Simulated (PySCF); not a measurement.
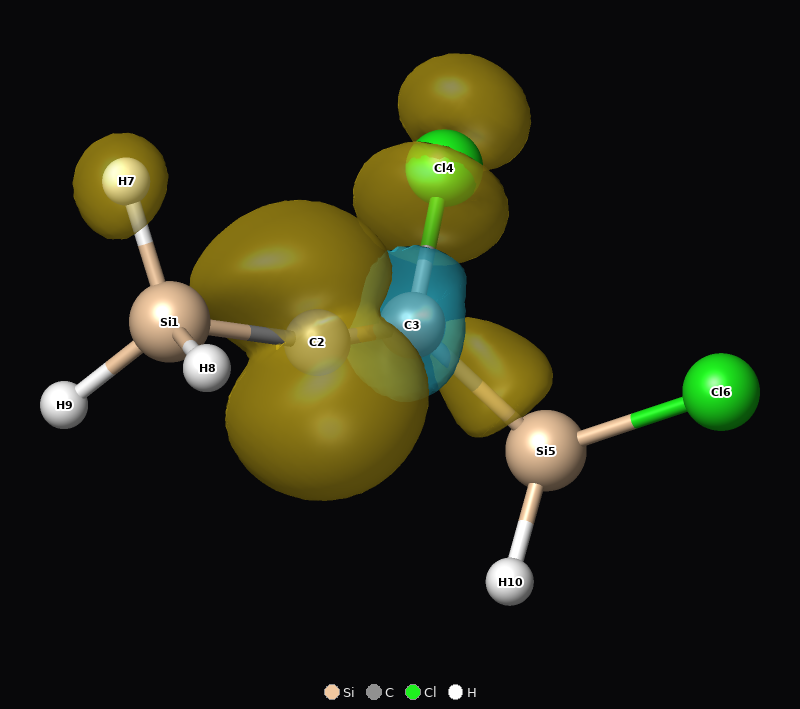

The picture shows: C₂H₅Cl₂Si₂ (doublet). Isosurfaces of the spin density at +0.02 (yellow) and −0.02 e/Å³ (cyan), seen at a tilt.

Geometry: GFN2-xTB.

Level of theory: PySCF 2.14.0, density-fitted response routines, UKS B3LYP, pcH-1 on C Cl H Si, non-relativistic, mean-field spin-orbit, GIAO.

```yaml
atoms:
  - { symbol: Si, position_ang: [-2.3647, -0.1781, -0.6166] }
  - { symbol: C, position_ang: [-0.6156, 0.0584, -0.1074] }
  - { symbol: C, position_ang: [0.4627, 0.4573, 0.4390] }
  - { symbol: Cl, position_ang: [0.5315, 1.7533, 1.7177] }
  - { symbol: Si, position_ang: [2.2467, -0.1539, 0.1318] }
  - { symbol: Cl, position_ang: [2.8322, -1.1729, 1.7556] }
  - { symbol: H, position_ang: [-3.2892, 0.5638, 0.2506] }
  - { symbol: H, position_ang: [-2.6535, -1.6106, -0.5310] }
  - { symbol: H, position_ang: [-2.4612, 0.3083, -1.9938] }
  - { symbol: H, position_ang: [2.2258, -1.0435, -1.0238] }
  - { symbol: H, position_ang: [3.0908, 1.0204, -0.0482] }
```

### Where is the unpaired spin?

The unpaired spin (1 electron) lies mostly on C2 (about 0.6), Cl4 (about 0.2) and Si1 (about 0.1), in electrons by Hirshfeld's partition.
